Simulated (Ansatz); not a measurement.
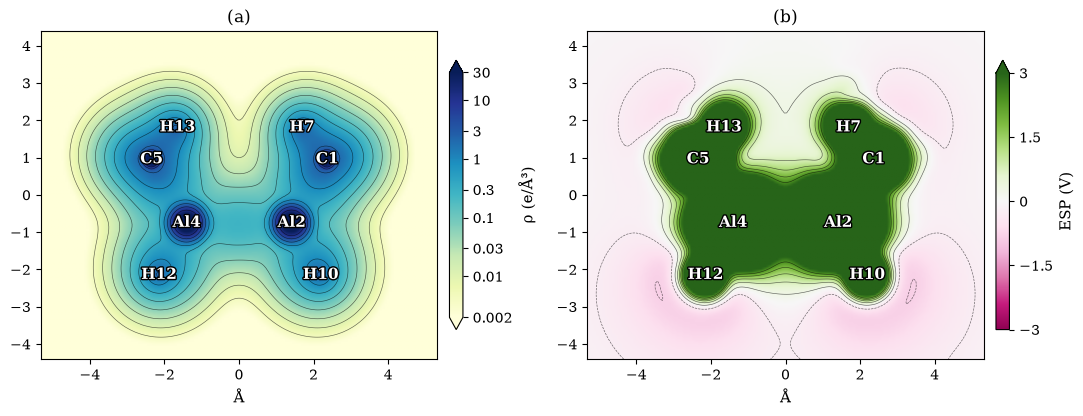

Figure. C2H10Al2O2 (SMILES [CH3][AlH-]1[OH+][AlH-]([CH3])[OH+]1). (a) total electron density; (b) molecular electrostatic potential on the plane of atoms C5, Al4 and H12.

Geometry: PBE0-D4/def2-TZVP.

The calculation used Ansatz 0.2.0, RKS PBE0-D4/def2-TZVPP.

```csv
atom,x (Å),y (Å),z (Å)
C,-1.3648,2.0439,-0.5740
Al,-0.8172,0.9980,0.9786
O,0.9891,0.5479,0.9900
Al,0.8185,-1.2635,0.5960
C,1.3702,-1.7375,-1.2138
O,-0.9874,-0.8203,0.6270
H,-0.9118,1.6806,-1.5019
H,-1.0810,3.0958,-0.4654
H,-2.4514,2.0302,-0.7124
H,-1.2468,1.3828,2.4598
H,1.5692,0.8491,1.6898
H,1.2710,-2.0979,1.8710
H,1.0330,-1.0078,-1.9567
H,0.9813,-2.7162,-1.5155
H,2.4603,-1.8009,-1.2937
H,-1.6321,-1.1841,0.0212
```

Question: What does the map show?

Answer: The section cuts through C, Al and H sites. C–Al (1.95 Å): ρ is about 0.73 e/Å³ halfway. C–H (1.09 Å): the density is about 1.9 e/Å³ at the midpoint. Al–H (1.59 Å): ρ at the midpoint is about 0.55 e/Å³. Outside the dense part of the molecule the potential is most negative (−0.8 V) near H10 and H12.
